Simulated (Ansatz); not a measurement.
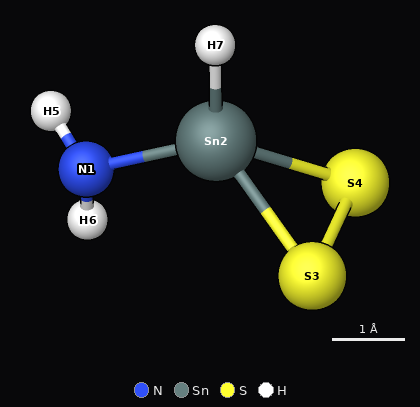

Fig. 1: The structure as given in the input (ball-and-stick view, seen at a tilt; atoms are numbered from 1 in the order of the input). Sticks mark near contacts.

# What a change does: single-point calculation on SnNH3S2

System: SnNH3S2, SMILES [NH2][SnH]1[S][S]1.
Method of run 1: RKS wB97M-V/def2-SVP (Ansatz 0.2.0).

The geometry comes from this level: PBE0-D4/def2-TZVP. Text and figures count atoms from 1; the logs count them from 0 in places.

**Input, run 1**
```yaml
crystal:
  periodic: [false, false, false]
  atoms:
    - {symbol: N, position_ang: [-0.858945, 1.180397, 0.033223]}
    - {symbol: Sn, position_ang: [0.658780, -0.125863, 0.009562]}
    - {symbol: S, position_ang: [0.436948, -1.947328, 1.490239]}
    - {symbol: S, position_ang: [0.292321, -2.381578, -0.639346]}
    - {symbol: H, position_ang: [-0.847304, 1.845798, -0.729004]}
    - {symbol: H, position_ang: [-1.763738, 0.727185, 0.057854]}
    - {symbol: H, position_ang: [2.143137, 0.633389, -0.268328]}
basis:
  gaussian: {orbitals: def2-SVP}
hamiltonian: {xc: {name: wB97M-V}}
output: {orbitals: {seedname: orbitals}}
```

Hardware: 4 CPU threads, shared host.

**Output (run 1)**
```
Functional definition: wB97M-V
  parameter omega = 0.3/bohr
  parameter cx = 0.15
  parameter cx01 = 1.007
  parameter cx10 = 0.259
  parameter css00 = 0.443
  parameter css04 = -1.437
  parameter css10 = -4.535
  parameter css20 = -3.390
  parameter css43 = 4.278
  parameter cos00 = 1.000
  parameter cos10 = 1.358
  parameter cos20 = 2.924
  parameter cos21 = -8.812
  parameter cos60 = -1.390
  parameter cos61 = 9.142
  parameter b = 6.0
  parameter c = 0.01
  gx(w, u) = 1 - cx + cx01*u + cx10*w
  gss(w, u) = css00 + css04*u^4 + css10*w + css20*w^2 + css43*w^4*u^3
  gos(w, u) = cos00 + cos10*w + (cos20 + cos21*u)*w^2 + (cos60 + cos61*u)*w^6
  exchange = spin_sum(e_x_unif_sr(omega)*gx(b97_w, b97_u_x)) + cx*exact_x_sr(omega) + exact_x_lr(omega)
  correlation = spin_sum(e_c_pw_mod_same_spin*gss(b97_w, b97_u_same))
      + integral(e_c_pw_mod_opposite_spin*gos(b97_w_opposite, b97_u_opposite)) + vv10(b, c)
959 factors; integrals over basis functions are off by at most 1.3e-3 eV
275 factors; integrals over basis functions are off by at most 8.4e-6 eV
mean field evaluation 1: about -29025.6565 eV, gradient 4.4e1 eV
mean field evaluation 2: about -29024.9798 eV, gradient 4.8e1 eV
mean field evaluation 4: about -29030.0327 eV, gradient 1.6e0 eV
mean field evaluation 8: about -29030.0938 eV, gradient 1.0e-1 eV
mean field evaluation 16: about -29030.0939 eV, gradient 1.9e-4 eV
mean field -29030.09386798 eV, -1066.8362723438 hartree, gradient 3.4e-5 eV, S^2 0.000000; 0 other end points of the search recorded, 0 dependent functions left out
reference -29030.09390981 eV, -1066.8362738811 hartree; 32, 32 occupied and 59, 59 virtual orbitals, 959 factors
Total energy: -29030.09390981 eV, -1066.8362738811 hartree
```

The input of run 2 differs as follows (lines with − go, lines with + come):
```diff
-  gaussian: {orbitals: def2-SVP}
+  gaussian: {orbitals: "def2-QZVPP.json"}
```

How does run 2 compare with run 1?

The total energy of run 2 is 248.5 kcal/mol lower, which measures the change of basis and not a stability. The HOMO goes from −7.99 to −8.23 eV. The LUMO goes from 0.80 to 0.24 eV. The basis functions go from 91 to 369.

**Output (run 2)**
```
Functional definition: wB97M-V
  parameter omega = 0.3/bohr
  parameter cx = 0.15
  parameter cx01 = 1.007
  parameter cx10 = 0.259
  parameter css00 = 0.443
  parameter css04 = -1.437
  parameter css10 = -4.535
  parameter css20 = -3.390
  parameter css43 = 4.278
  parameter cos00 = 1.000
  parameter cos10 = 1.358
  parameter cos20 = 2.924
  parameter cos21 = -8.812
  parameter cos60 = -1.390
  parameter cos61 = 9.142
  parameter b = 6.0
  parameter c = 0.01
  gx(w, u) = 1 - cx + cx01*u + cx10*w
  gss(w, u) = css00 + css04*u^4 + css10*w + css20*w^2 + css43*w^4*u^3
  gos(w, u) = cos00 + cos10*w + (cos20 + cos21*u)*w^2 + (cos60 + cos61*u)*w^6
  exchange = spin_sum(e_x_unif_sr(omega)*gx(b97_w, b97_u_x)) + cx*exact_x_sr(omega) + exact_x_lr(omega)
  correlation = spin_sum(e_c_pw_mod_same_spin*gss(b97_w, b97_u_same))
      + integral(e_c_pw_mod_opposite_spin*gos(b97_w_opposite, b97_u_opposite)) + vv10(b, c)
1497 factors; their error is unknown
303 factors; integrals over basis functions are off by at most 2.1e-5 eV
mean field evaluation 1: about -29035.2208 eV, gradient 5.3e1 eV
mean field evaluation 2: about -29033.4534 eV, gradient 6.0e1 eV
mean field evaluation 4: about -29040.8092 eV, gradient 2.5e0 eV
mean field evaluation 8: about -29040.8222 eV, gradient 7.4e-2 eV
mean field evaluation 16: about -29040.8693 eV, gradient 3.1e-4 eV
mean field -29040.86930319 eV, -1067.2322622841 hartree, gradient 6.4e-5 eV, S^2 0.000000; 0 other end points of the search recorded, 0 dependent functions left out
reference -29040.86935818 eV, -1067.2322643050 hartree; 32, 32 occupied and 337, 337 virtual orbitals, 1497 factors
Total energy: -29040.86935818 eV, -1067.2322643050 hartree
```

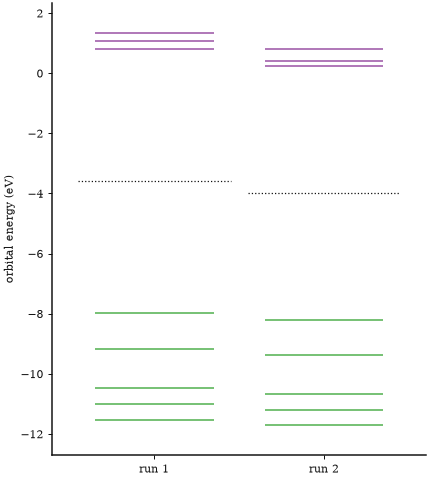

Fig. 2: The five highest filled and three lowest empty orbital energies of the two runs; the dotted lines part filled from empty levels. The HOMO–LUMO gap is 8.79 eV in run 1 and 8.46 eV in run 2.

**The two runs side by side**

```csv
quantity,run 1,run 2
outcome,converged,converged
total energy (hartree),−1066.836274,−1067.232264
HOMO (eV),−7.99,−8.23
LUMO (eV),0.80,0.24
basis functions,91,369
wall time (shared host),8 s,26 s
```
